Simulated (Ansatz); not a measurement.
```xyz
3

Ni   -0.4382    0.1724   -1.3283
S    -0.7092   -0.2430    0.9500
S     1.1474    0.0706    0.3783
```

Geometry: PBE0-D4/def2-TZVP.

Computed with Ansatz 0.2.0, UKS PBE0-D4/def2-TZVP.

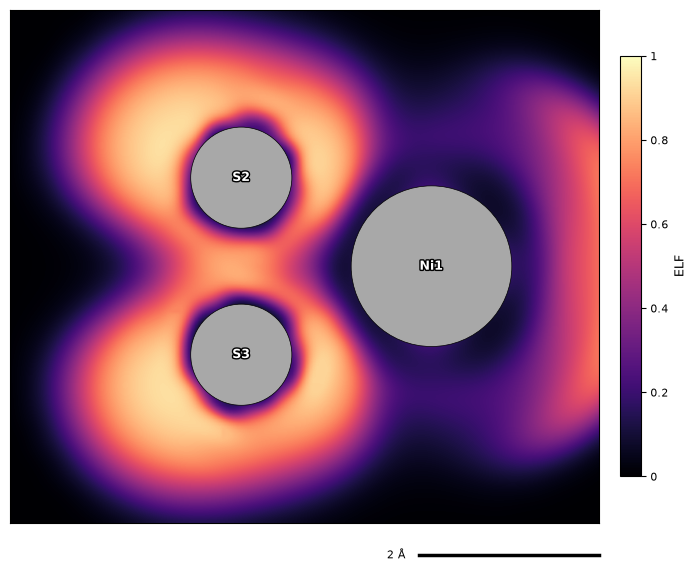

NiS2 (quintet). ELF on the molecular plane. Grey discs cover the atomic cores.

Question: What do the fields say about this system?

Answer: Atoms in the plane: Ni and S. S–S (1.97 Å): the ELF peaks at about 0.80 between the atoms; localised, covalent bonding. Ni–S (2.33 Å): the ELF peaks at about 0.80 in the valence shell of S, 0.9 Å from its nucleus, and is about 0.45 at the midpoint.
